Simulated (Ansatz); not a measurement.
```xyz
7

C     0.1417    0.6738   -0.0547
C    -0.1300   -0.7756    0.0591
F     0.5803   -1.3107    1.0483
Se   -1.2058   -1.7655   -0.9032
H    -0.4346    1.1170   -0.8611
H    -0.1019    1.1635    0.8940
H     1.2116    0.8294   -0.2283
```

Geometry: PBE0-D4/def2-TZVP.

Computed with Ansatz 0.2.0, RKS PBE0-D4/def2-TZVPP.

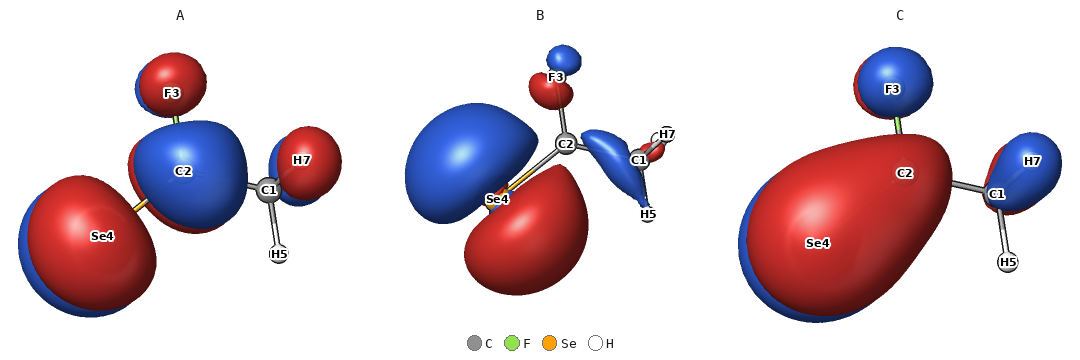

C₂H₃FSe (SMILES CC(F)=[Se]). Three frontier orbitals at ±0.1 Å⁻³ᐟ² (red and blue are the two phases), in no order.

Q: Which picture is the HOMO−1, the HOMO and the LUMO?

A: C is the HOMO−1 (−7.90 eV). By Hirshfeld shares it lies mainly on Se4 (about 65 %), C2 (about 20 %) and F3 (about 10 %). B is the HOMO (−6.67 eV). It lies mainly on Se4 (about 85 %); largely a lone pair of Se4. A is the LUMO (−2.23 eV). Its weight (Hirshfeld) is mainly on Se4 (about 40 %), C2 (about 40 %), F3 (about 10 %) and C1 (about 5 %); π-antibonding (π*) across Se4–C2.

Q: What is the HOMO–LUMO gap?

A: 4.44 eV between the orbital energies.
